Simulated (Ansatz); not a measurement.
```sh
ansatz run in.yaml --threads 2 --pin off --events-out ev --progress --plain --max-ram 22528MiB --backend cpu
```

```yaml
crystal:
  periodic: [false, false, false]
  atoms:
    - {symbol: N, position_ang: [-0.275481, -1.514908, -0.667781]}
    - {symbol: Hf, position_ang: [0.339470, 0.317774, -0.029503]}
    - {symbol: O, position_ang: [0.578554, 0.209363, 1.874260]}
    - {symbol: O, position_ang: [-0.945754, 1.601303, -0.657090]}
    - {symbol: F, position_ang: [2.044560, 0.741378, -0.822235]}
    - {symbol: H, position_ang: [-0.838992, -1.693683, -1.486339]}
    - {symbol: H, position_ang: [-0.070347, -2.394142, -0.215642]}
    - {symbol: H, position_ang: [0.669811, 0.374267, 2.806008]}
    - {symbol: H, position_ang: [-1.501820, 2.358648, -0.801668]}
basis:
  gaussian: {orbitals: def2-TZVPP}
hamiltonian: {xc: {name: wB97X-V}}
output: {orbitals: {seedname: orbitals}}
```

Describe the molecule in this file.

Formula FH₄HfNO₂. SMILES: `[NH2][Hf]([OH])([OH])[F]`. The point group is Cs. Coordination, clear cases only: 1 N trigonal planar; 1 Hf tetrahedral.

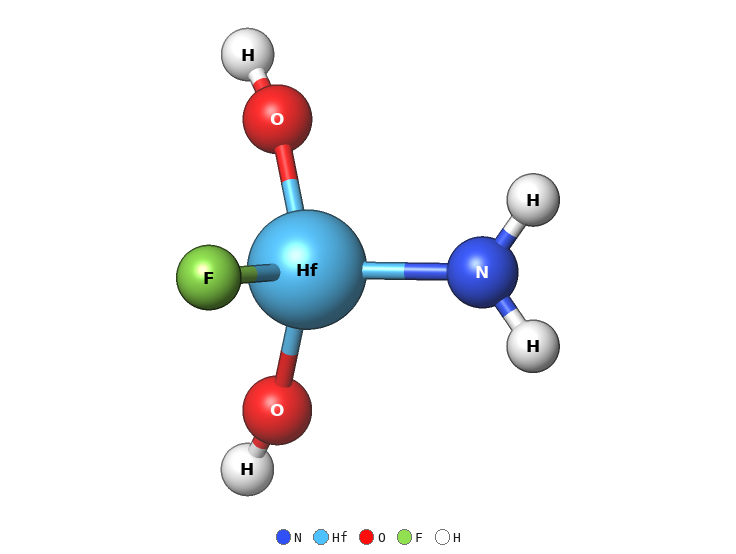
